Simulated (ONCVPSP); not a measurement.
## Run report: Al, pseudopotential generation

System: aluminium (Al, Z = 13), core [Ne], reference valence 3s2 3p0.75 (an ion of charge +0.25), valence charge 3.
Method: ONCV potential, PBE, scalar-relativistic, made with ONCVPSP 4.0.1.

## Results in brief

- outcome: generated
- cutoffs needed: 5.8 Ha and 44 Ha (the cutoffs at which the residual kinetic energy of the hardest occupied pseudo-wave falls to 1 and 0.1 mHa per electron); the channels without a valence shell are harder: d needs 14 Ha for 1 mHa
- ghost test: no bound ghost flagged; GHOST(+) flagged for s at 123.8 eV
- largest excitation error: +11 meV (all-electron minus pseudo) for 3s1 3p0, out of 4 test configurations
- rms error of d²Exc/dni dnj: 2.13 mHa without and 0.41 mHa with the model core
- range over which the phases arctan(r R′/R) at the test radius agree within 0.05 rad (a looser test near the poles than one of phase shifts): s: up to about 4.2 Ha; p: over the whole range computed; d: over the whole range computed; f: not judged, local potential alone
- hardware: 1 CPU thread, shared host
- wall time: 2.7 s

## The input
```
# ATOM AND REFERENCE CONFIGURATION
# atsym  z   nc   nv     iexc    psfile
  Al 13.00    3    2        4      upf
#
#   n    l    f
    1    0    2.00
    2    0    2.00
    2    1    6.00
    3    0    2.00
    3    1    0.75
#
# PSEUDOPOTENTIAL AND OPTIMIZATION
# lmax
    2
#
#   l,   rc,      ep,       ncon, nbas, qcut
    0    1.75    0.00    5    8    4.20
    1    2.20    0.00    3    6    4.40
    2    1.65    0.40    4    7    5.90
#
# LOCAL POTENTIAL
# lloc, lpopt,  rc(5),   dvloc0
    4    5    1.60    0.00
#
# VANDERBILT-KLEINMAN-BYLANDER PROJECTORs
# l, nproj, debl
    0    2    3.80
    1    2    3.10
    2    2    1.90
#
# MODEL CORE CHARGE
# icmod, fcfact, rcfact
    1    0.70    0.00
#
# LOG DERIVATIVE ANALYSIS
# epsh1, epsh2, depsh
   -2.00    5.00    0.02
#
# OUTPUT GRID
# rlmax, drl
    6.00    0.01
#
# TEST CONFIGURATIONS
# ncnf
    4
# nvcnf
#   n    l    f
    2
    3    0    2.00
    3    1    1.00
#
    2
    3    0    2.00
    3    1    0.00
#
    2
    3    0    1.00
    3    1    0.00
#
    2
    3    0    1.00
    3    1    2.00
#
```

Run as:
```bash
oncvpsp.x < Al.dat > Al.out
```

## The program's output (extracts)
```
ONCVPSP  (Optimized Norm-Conservinng Vanderbilt PSeudopotential)
scalar-relativistic version 4.0.1

#   n    l    f        energy (Ha)
    1    0    2.00    -5.5601518E+01
    2    0    2.00    -4.0422296E+00
    2    1    6.00    -2.6266398E+00
    3    0    2.00    -3.4428515E-01
    3    1    0.75    -1.5264748E-01

Reference configufation results
  iterations    27
  all-electron total energy (Ha)   -2.42653216D+02

Begin loop to  construct optimized pseudo wave functions
and semi-local pseudopoentials for all angular momenta

   Wellstate for l =  0  n =  5
     eigenvalue =   3.4557
     asymptotic potential =   3.9557
     half-point radius =  3.0332

Calculating optimized projector #   1

 for l=   0

    Fraction of norm inside rc  0.220589
    Optimizing pswf for qcut=   4.21 a_B^-1,  ecut=   8.87 Ha
    Residual kinetic energy error=  5.60D-04 Ha

    Energy error per electron        Cutoff
         Ha          eV             Ha
         0.01000     0.27211        3.36
         0.00100     0.02721        5.80
         0.00010     0.00272       43.94
         0.00001     0.00027       54.58

Calculating optimized projector #   2

 for l=   0

    Fraction of norm inside rc  0.116478
    Optimizing pswf for qcut=   4.21 a_B^-1,  ecut=   8.87 Ha
    Residual kinetic energy error=  4.45D-02 Ha

    Energy error per electron        Cutoff
         Ha          eV             Ha
         0.01000     0.27211       45.45
         0.00100     0.02721       68.65
         0.00010     0.00272       78.10
         0.00001     0.00027       87.02

   Wellstate for l =  1  n =  5
     eigenvalue =   2.9474
     asymptotic potential =   3.4474
     half-point radius =  3.4637

Calculating optimized projector #   1

 for l=   1

    Fraction of norm inside rc  0.229590
    Optimizing pswf for qcut=   4.40 a_B^-1,  ecut=   9.66 Ha
    Residual kinetic energy error=  6.02D-07 Ha

    Energy error per electron        Cutoff
         Ha          eV             Ha
         0.01000     0.27211        1.32
         0.00100     0.02721        2.17
         0.00010     0.00272        5.51
         0.00001     0.00027        7.72

Calculating optimized projector #   2

 for l=   1

    Fraction of norm inside rc  0.199305
    Optimizing pswf for qcut=   4.40 a_B^-1,  ecut=   9.66 Ha
    Residual kinetic energy error=  8.40D-04 Ha

    Energy error per electron        Cutoff
         Ha          eV             Ha
         0.01000     0.27211        7.58
         0.00100     0.02721        9.44
         0.00010     0.00272       13.07
         0.00001     0.00027       28.47

   Wellstate for l =  2  n =  3
     eigenvalue =   0.4000
     asymptotic potential =   0.9000
     half-point radius =  3.2355

   Wellstate for l =  2  n =  5
     eigenvalue =   2.3000
     asymptotic potential =   2.8000
     half-point radius =  3.9928

Calculating optimized projector #   1

 for l=   2

    Fraction of norm inside rc  0.171489
    Optimizing pswf for qcut=   5.91 a_B^-1,  ecut=  17.46 Ha
    Residual kinetic energy error=  2.54D-04 Ha

    Energy error per electron        Cutoff
         Ha          eV             Ha
         0.01000     0.27211        8.79
         0.00100     0.02721       14.39
         0.00010     0.00272       26.89
         0.00001     0.00027       57.62

Calculating optimized projector #   2

 for l=   2

    Fraction of norm inside rc  0.159985
    Optimizing pswf for qcut=   5.91 a_B^-1,  ecut=  17.46 Ha
    Residual kinetic energy error=  3.15D-03 Ha

    Energy error per electron        Cutoff
         Ha          eV             Ha
         0.01000     0.27211       14.51
         0.00100     0.02721       20.24
         0.00010     0.00272       41.42
         0.00001     0.00027       72.21

Construct Vanderbilt / Kleinmman-Bylander projectors

B matrix Hermiticity error, ll=   0
   1   2   -1.4691E-04

  Orthonormal projector coefficients  1.0419E+01  1.8662E+00

B matrix Hermiticity error, ll=   1
   1   2   -6.8270E-05

  Orthonormal projector coefficients  3.1660E+00  3.5978E-01

B matrix Hermiticity error, ll=   2
   1   2   -4.5469E-05

  Orthonormal projector coefficients -3.3370E+00 -8.9148E-01

Model core correction analysis
  based on d2Exc/dn_idn_j

d2excae - all-electron derivatives

   -2.018354D-02   -9.745732D-03
   -1.118934D-02   -5.551990D-03

d2excps - pseudofunction derivatives with no core correction

   -2.384968D-02   -1.124156D-02
   -1.265817D-02   -6.042041D-03

rms 2nd derivative error    2.125773E-03

Polynomial model core charge

d2excps - pseudofunction derivatives with core correction

   -2.079477D-02   -1.011910D-02
   -1.156278D-02   -5.719845D-03

rms 2nd derivative error    4.125027E-04

Pseudoatom total energy   -1.930660

Diagnostic tests using Vanderbilt-Kleinman-Bylander pseudopotentials
  1 or more projectors used as specified by nproj input data

   l    rcore       rmatch      e in        delta e   norm test  slope test

   0   1.7506772   1.8038316  -0.3442851  -0.0000004   1.0000133   1.0000061
   0   1.7506772   1.8038316   3.4557149   0.0000181   1.0003374   1.0003374

   1   2.2106874   2.2778086  -0.1526475   0.0000003   1.0000082   1.0000019
   1   2.2106874   2.2778086   2.9473525   0.0000455   1.0000926   1.0000926

   2   1.6589155   1.7092837   0.4000000   0.0000090   1.0000375   1.0000375
   2   1.6589155   1.7092837   2.3000000   0.0000025   1.0001485   1.0001485

 Testing for bound ghosts
   n   l    E NL Schr. Eq   E Basis Diag.   E Cutoff

   1   0       -0.344286       -0.329301     84.80

   2   1       -0.152647       -0.139982     31.19

 Testing for highly-localized positive-energy ghosts
       l    <radius>/rc     E Basis Diag.   E Cutoff

       0        0.439113        4.551022     84.80  WARNING - GHOST(+)

Test configuration 0

   n   l     f        eae           eps        diff
   1   0  2.0000  -55.60151779
   2   0  2.0000   -4.04222962
   2   1  6.0000   -2.62663980
   3   0  2.0000   -0.34428515   -0.34428552   -3.69D-07
   3   1  0.7500   -0.15264748   -0.15264714    3.43D-07

    Total energies and differences
      AE_ref= -2.42653216D+02  AE_tst= -2.42653216D+02  dif=  0.00D+00
      PS_ref= -1.93065989D+00  PS_tst= -1.93065989D+00  dif=  1.33D-15
      PSP excitation error= -1.33D-15

Test configuration 1

   n   l     f        eae           eps        diff
   1   0  2.0000  -55.53353116
   2   0  2.0000   -3.97499583
   2   1  6.0000   -2.55933530
   3   0  2.0000   -0.28491419   -0.28493809   -2.39D-05
   3   1  1.0000   -0.09966782   -0.09967196   -4.14D-06

    Total energies and differences
      AE_ref= -2.42653216D+02  AE_tst= -2.42684666D+02  dif= -3.15D-02
      PS_ref= -1.93065989D+00  PS_tst= -1.96211186D+00  dif= -3.15D-02
      PSP excitation error=  1.88D-06

Test configuration 2

   n   l     f        eae           eps        diff
   1   0  2.0000  -55.84548693
   2   0  2.0000   -4.28139008
   2   1  6.0000   -2.86614977
   3   0  2.0000   -0.54427607   -0.54410345    1.73D-04

    Total energies and differences
      AE_ref= -2.42653216D+02  AE_tst= -2.42472946D+02  dif=  1.80D-01
      PS_ref= -1.93065989D+00  PS_tst= -1.75040735D+00  dif=  1.80D-01
      PSP excitation error=  1.82D-05

Test configuration 3

   n   l     f        eae           eps        diff
   1   0  2.0000  -56.31071886
   2   0  2.0000   -4.73212529
   2   1  6.0000   -3.31704612
   3   0  1.0000   -0.87271849   -0.87201872    7.00D-04

    Total energies and differences
      AE_ref= -2.42653216D+02  AE_tst= -2.41766424D+02  dif=  8.87D-01
      PS_ref= -1.93065989D+00  PS_tst= -1.04426725D+00  dif=  8.86D-01
      PSP excitation error=  3.99D-04

Test configuration 4

   n   l     f        eae           eps        diff
   1   0  2.0000  -55.60231378
   2   0  2.0000   -4.04183156
   2   1  6.0000   -2.62575839
   3   0  1.0000   -0.31508232   -0.31517622   -9.39D-05
   3   1  2.0000   -0.12285761   -0.12281051    4.71D-05

    Total energies and differences
      AE_ref= -2.42653216D+02  AE_tst= -2.42495805D+02  dif=  1.57D-01
      PS_ref= -1.93065989D+00  PS_tst= -1.77316773D+00  dif=  1.57D-01
      PSP excitation error= -8.07D-05
```

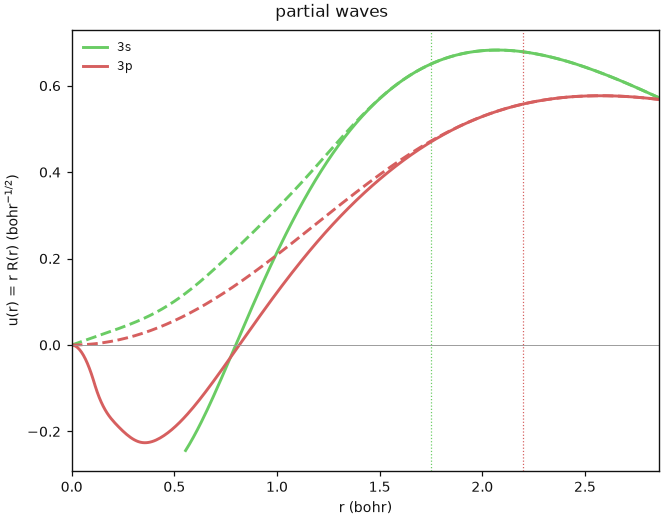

*Pseudo-waves (dashed) against the all-electron radial functions (solid). Dotted lines mark the matching radii. The innermost oscillations of some all-electron curves aren't drawn.*

Pseudo-waves: 3s has no node; 3p has no node.

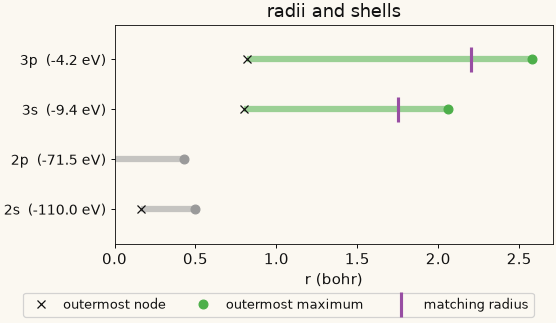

*Outer shells of the all-electron reference atom: each bar runs from the outermost node (or the nucleus) to the outermost maximum of u(r); the tick is the radius chosen for the pseudo-wave. Shells without a tick have no pseudo-wave of their own. Levels, nodes and maxima are from ld1.x, scalar-relativistic.*

- Radii against the shells: 3s: 1.75 bohr, between node and maximum; 3p: 2.20 bohr, between node and maximum.

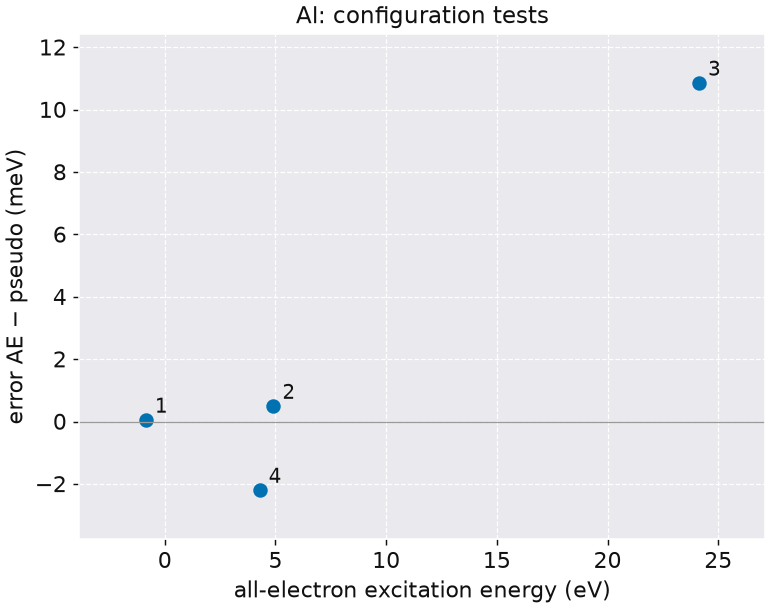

*Errors, all-electron minus pseudo, of the energies of valence configurations relative to the unpolarised reference 3s2 3p0.75. Points: 1 = 3s2 3p1; 2 = 3s2 3p0; 3 = 3s1 3p0; 4 = 3s1 3p2.*

- Worst configuration: 3s1 3p0 (charge +2): the error is +11 meV on an all-electron energy of +24.13 eV relative to the reference, or 0.045 %.
- Errors in meV: 3s2 3p1: +0.1; 3s2 3p0: +0.5; 3s1 3p0: +11; 3s1 3p2: -2.2.
- Configurations within 10 meV and within 50 meV: 3 and 4 of 4.

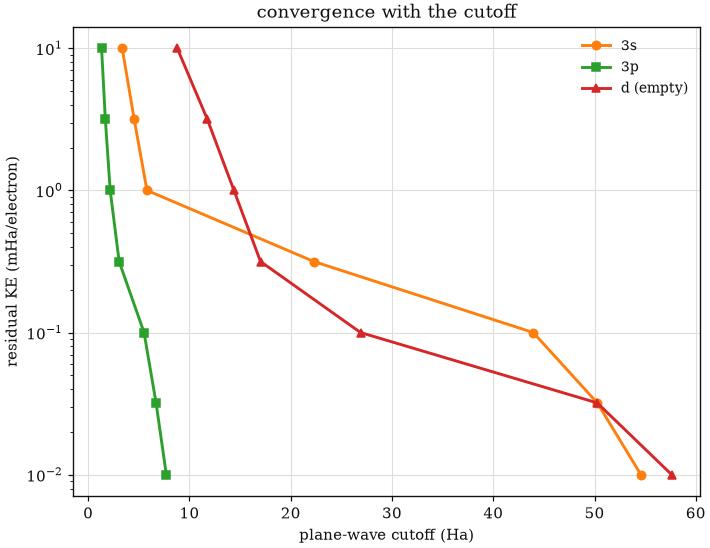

*Residual kinetic energy of the pseudo-waves (the first of each channel, and further valence shells) beyond the plane-wave cutoff, as the generator prints it.*

- Cutoffs for the occupied states: 5.8 Ha for 1 mHa and 44 Ha for 0.1 mHa per electron. The first is set by 3s.
- Hardest wave at 1 mHa per electron: d (empty), with rc = 1.65 bohr and qcut = 5.9 1/bohr. The optimisation minimises, but can't always remove, the kinetic energy above qcut²/2 = 17.4 Ha, and a larger rc would as a rule soften the wave at some cost in transferability.
- Cutoffs for 1 mHa per electron: d (empty): 14 Ha; 3s: 5.8 Ha; 3p: 2.2 Ha.

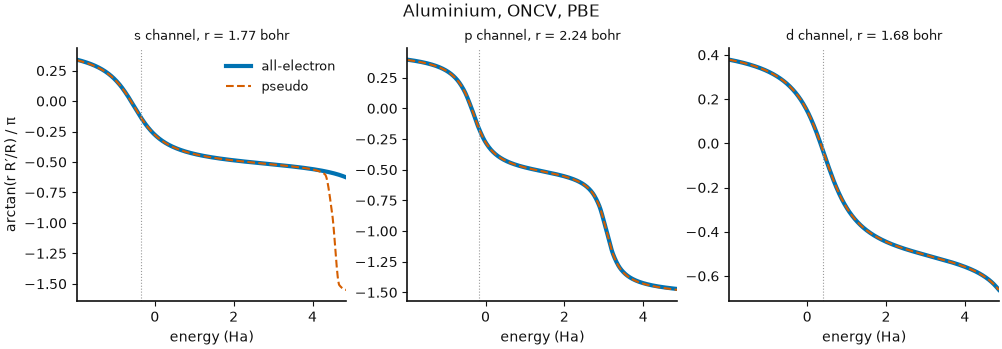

*Unwrapped phase arctan(r R′/R) in units of π against energy, all-electron (solid) and pseudo (dashed); the pseudo phase is matched to the all-electron one at the reference energy. Here R(r) is the radial function. The dotted line marks the reference energy of the channel. Not drawn: f: not judged.*

- Range over which the phases agree within 0.05 rad: s: up to about 4.2 Ha; p: over the whole range drawn; d: over the whole range drawn.
- Poles, where the radial function vanishes at the test radius: s: all-electron at 2.4 Ha, pseudo at 2.4 and 4.7 Ha; p: all-electron at 1.3 Ha, pseudo at 1.2 Ha; d: all-electron at 2.9 Ha, pseudo at 2.9 Ha.
- Ghost states: Going away from the reference energies, the phases part by more than π/2 in: s at about 4.6 Ha (above its reference energy, pseudo phase lower, at the flagged ghost). Such a step is either a state that only one of the two atoms has or an ordinary level shifted in energy. The separate test gives: no bound ghost flagged; GHOST(+) flagged for s at 123.8 eV.
